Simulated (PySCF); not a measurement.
Cl2Si, SMILES `Cl[Si]Cl`.

Method: B3LYP/6-31+G*; geometry: GFN2-xTB; program: PySCF. No frequency check shows the geometry to be a minimum. GFN2-xTB bond lengths at metals and heavier atoms can be off by up to 0.1 Å and shapes distorted, which carries into these values.

The calculation's input:

```python
import numpy as np
from pyscf import gto, scf, dft
from pyscf.scf import atom_ks, atom_hf
from scipy.linalg import block_diag

def solve(mol, dm0=None, hcore=None):
    mf = (dft.UKS if mol.spin else dft.RKS)(mol, xc='b3lyp')
    mf.grids.level = 3
    mf = mf.density_fit(auxbasis='def2-universal-jkfit')
    mf.conv_tol, mf.max_cycle = 1e-8, 80
    if hcore is not None:
        mf.get_hcore = lambda *args: hcore
    mf.kernel(dm0)
    if not mf.converged:
        mf = mf.newton().run(mf.mo_coeff, mf.mo_occ, max_cycle=30)
    assert mf.converged, 'SCF not converged'
    return mf

mol = gto.M(atom='''
Cl     1.58440    -0.38037     0.00000
Si     0.00005     0.92372     0.00000
Cl    -1.58445    -0.38034     0.00000
''', basis='6-31+g*', charge=0, spin=0, verbose=4)
mf = solve(mol)
mf.analyze()
# spherically averaged free atoms, for the promolecule
atm = atom_ks.get_atm_nrks(mol, xc='b3lyp')
pro = block_diag(*[(atm[a[0]][2] * atm[a[0]][3]) @ atm[a[0]][2].T for a in mol._atom])
np.savez('result.npz', e=mf.e_tot, c=mf.mo_coeff, occ=mf.mo_occ, eps=mf.mo_energy, pro=pro, dip=mf.dip_moment(verbose=0), s2=mf.spin_square()[0])
```

Launched as:

```sh
OMP_NUM_THREADS=1 python input.py
```

The run took 1.9 s on 1 thread of AMD EPYC 9R45 96-Core Processor (Zen 5), on a shared host, peak memory 0.27 GiB.

Partitions, critical points and surface values were worked out afterwards from this run's density.

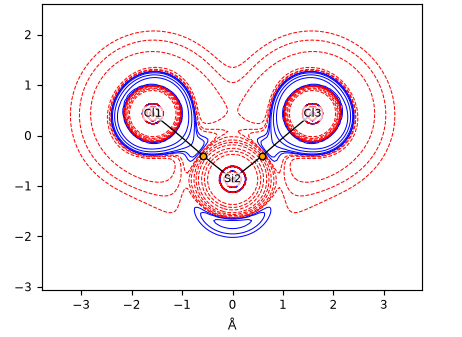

Negative Laplacian of the density (−∇²ρ) in the molecular plane (solid blue lines positive, dashed red lines negative, contours at ±0.02 to ±8 a.u.), with bond paths and bond critical points (dots).

> At which bond critical points in this plane is charge locally concentrated, and at which depleted?

At none is it concentrated. Depleted (∇²ρ > 0): Cl1–Si2 and Si2–Cl3 (+0.21 a.u., H = −0.055). A positive Laplacian with clearly negative H marks a strongly polar covalent bond, whose critical point lies close to the core of the less electronegative atom.

> Where along Cl1–Si2 does the critical point lie?

1.31 Å from Cl1 and 0.75 Å from Si2.
